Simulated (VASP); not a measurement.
Band structure of Cu2O (cuprite). These are rev-vdW-DF2, VASP's PBE PAW potentials (set 64) (plane waves; VASP) values and carry that method's errors.

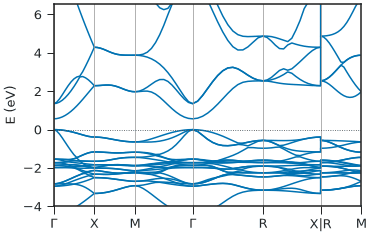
Bands along high-symmetry lines, zero at the valence-band maximum or, without a gap, the Fermi level

Problem. Read the plot: is there a gap, and where are the band edges?

Solution. The gap is direct, 0.56 eV, from the valence maximum at Γ to the conduction minimum at Γ. (Edges off the drawn lines would not show.)

Measured: gap 2.20 eV (computed value off by -1.64 eV), as given by Wei Chen et al., Physical Review Materials (2018), doi:10.1103/physrevmaterials.2.073803 [zero-point renormalisation of 0.03 eV added back (the table's ZPR column)].

The compound is Cu2O in the cuprite structure. It was relaxed first.
